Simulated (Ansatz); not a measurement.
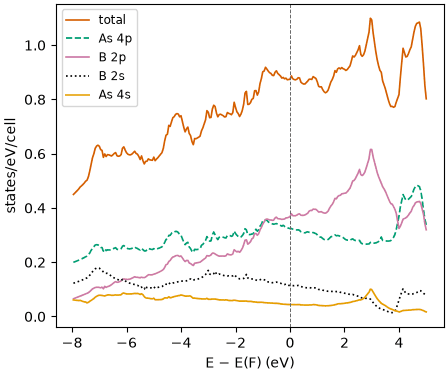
Figure. Total and projected density of states of BAs (CsCl type, Pm-3m), PBE (plane waves, PAW; program Ansatz)

Problem. Which orbitals carry the states next to the Fermi level?

Solution. Within 0.5 eV of the Fermi level: B 2p 42 %, As 4p 37 %, B 2s 13 %, As 4s 5 %. Projections are on Löwdin-orthogonalised atomic valence shells; empty p or d shells of many metals are not among them.

Problem. Where is the tallest occupied peak in this window, and what makes it?

Solution. Near -0.9 eV, about 0.92 states/eV per cell; the largest projected share is B 2p.

The start of the workflow was typed in or built on a structure type; neither database checked (COD, Materials Project) lists it. It is not the phase usual at ambient conditions (space group No. 216). The PBE relaxation kept the symmetry of its start; whether a distortion lowers the energy is not shown. The volume moved by 31 % from the start of the relaxation. Its formation energy is positive at this level, so the cell may be metastable or incomplete. Spin–orbit coupling is left out wherever it is not named.

Potentials: the earlier of the program's two PAW sets.
